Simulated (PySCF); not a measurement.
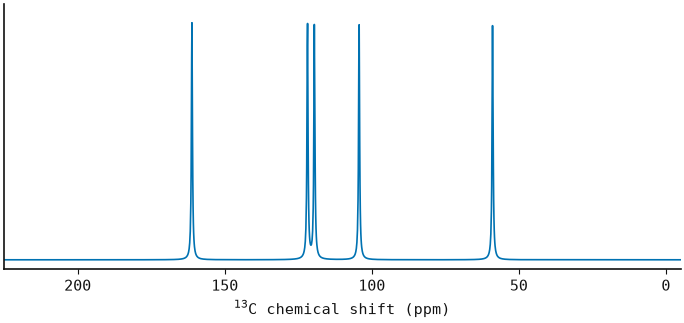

GIAO shifts, PBE0/pcSseg-1 in PySCF 2.14.0, at a GFN2-xTB geometry (no frequency check), against TMS for ¹³C computed at the same level. Gas phase, fully decoupled, line heights follow the number of nuclei, widths are arbitrary (no quadrupolar broadening); values of one conformer, averaged over methyl-type rotors and exact or near symmetry.

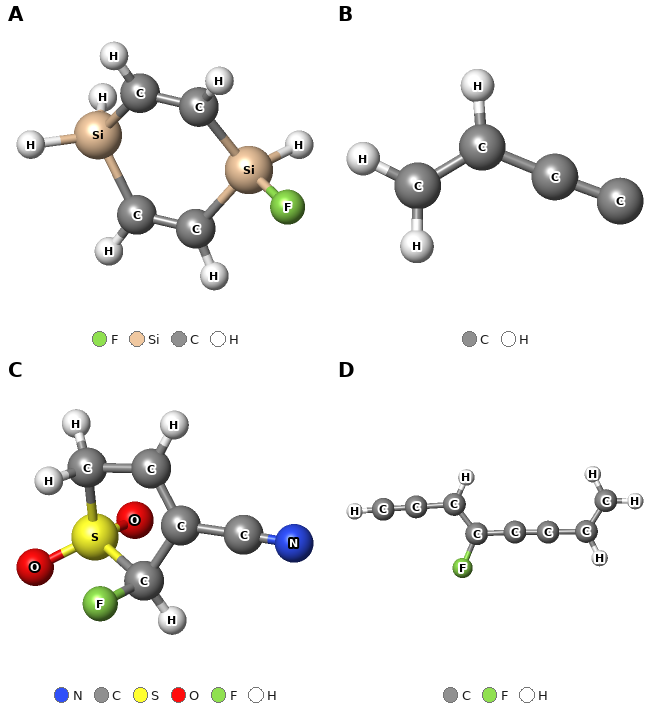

**Which structure fits the spectrum? Choose among the lettered structures. Charge and spin: A neutral singlet; B −1 singlet; C neutral singlet; D neutral singlet.**

Structure C, C₅H₄FNO₂S, SMILES N#CC1=CCS(=O)(=O)[C@@H]1F. Its ¹³C signals: 161.2 (1 C), 121.9 (1 C), 119.5 (1 C), 104.3 (1 C), 58.9 (1 C) ppm.

Caveats: the tight-binding geometry is rougher than a DFT one and adds to the error.
